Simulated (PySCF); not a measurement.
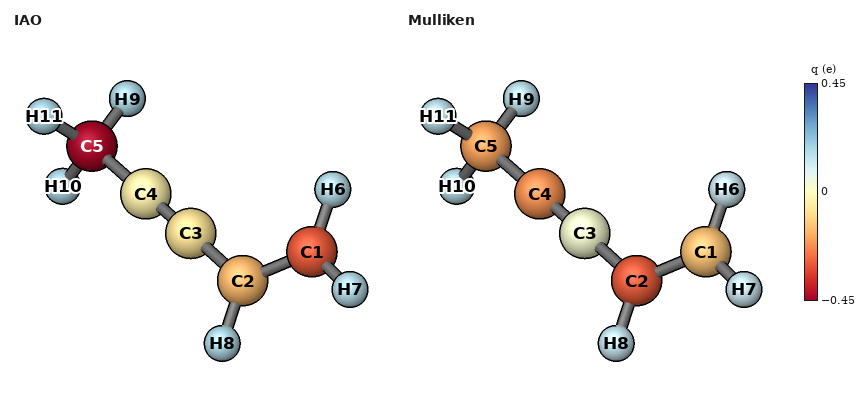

Atomic charges of one calculation by 2 schemes, on one colour scale. Computed geometry: GFN2-xTB optimisation. No frequency run is at hand to confirm it as a minimum. Computed with PBE0/pcSseg-1 (PySCF 2.14.0).

Which scheme gives the most polar picture (largest mean size of the charges)?

The IAO charges are the largest in size here.

On which atom do the schemes disagree most?

On C5 (from −0.43 to −0.19 e).

List the charges (e), one line for each set of equivalent atoms.

```
atom    IAO  Mulliken
  C1  −0.29     −0.14
  C2  −0.15     −0.29
  C3  −0.07      0.03
  C4  −0.04     −0.22
  C5  −0.43     −0.19
  H6   0.16      0.12
  H7   0.15      0.12
  H8   0.17      0.13
  H9   0.17      0.15
 H10   0.17      0.15
 H11   0.17      0.15
```
